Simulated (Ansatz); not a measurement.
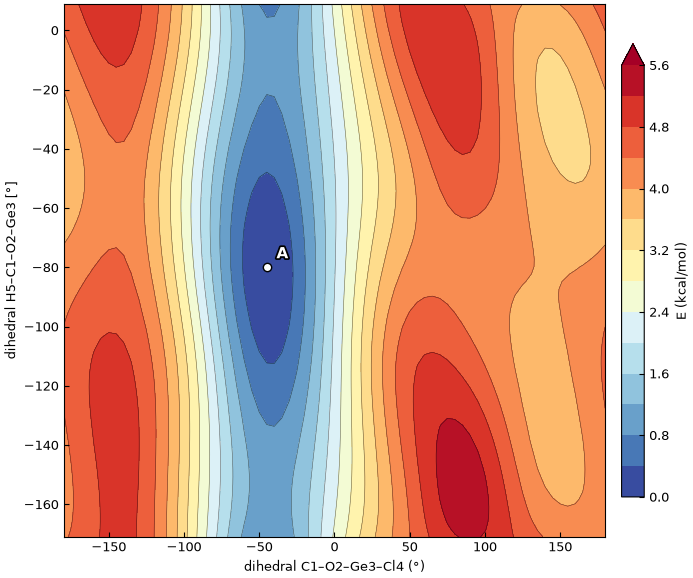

CH4ClGeO, SMILES C[O][GeH][Cl], spin multiplicity 2. First axis: dihedral C1–O2–Ge3–Cl4. Second axis: dihedral H5–C1–O2–Ge3. Nothing is relaxed (all other coordinates rigid). Grid: 8 × 7 points. All energies are given in kcal/mol relative to the lowest grid point. Method: Ansatz 0.2.0, UKS PBE0-D4/def2-SVP.

The picture shows filled contours, one colour for all values above the top of the scale, the point A. Between grid points the surface is interpolated.

Question: What is the easiest way out of the well at A, and how high is the barrier?

Answer: The easiest path leads from the well at dihedral C1–O2–Ge3–Cl4 = −45°, dihedral H5–C1–O2–Ge3 = −81° to the well at about dihedral C1–O2–Ge3–Cl4 = 150°, dihedral H5–C1–O2–Ge3 = −25°, about 3.5 kcal/mol higher. Its highest point lies about 4.3 kcal/mol above the bottom of the first well on the interpolated surface, at dihedral C1–O2–Ge3–Cl4 = −135°, dihedral H5–C1–O2–Ge3 = −51°. Seen from the upper well the barrier is about 0.82 kcal/mol. The start is the relaxed structure and all else is held, so a fully relaxed path at this level can only be lower.

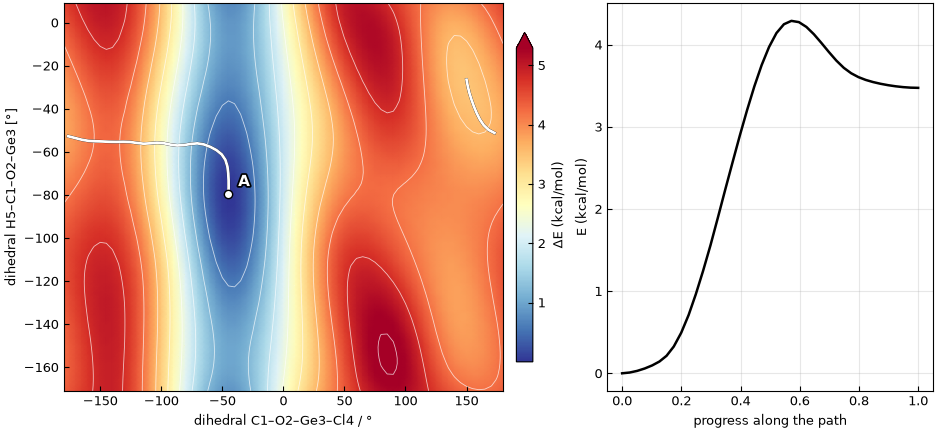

The picture shows a smooth colour map with a few white contour lines, a line along the lowest path, one colour for all values above the top of the scale, the energy along the path at the right. Between grid points the surface is interpolated.
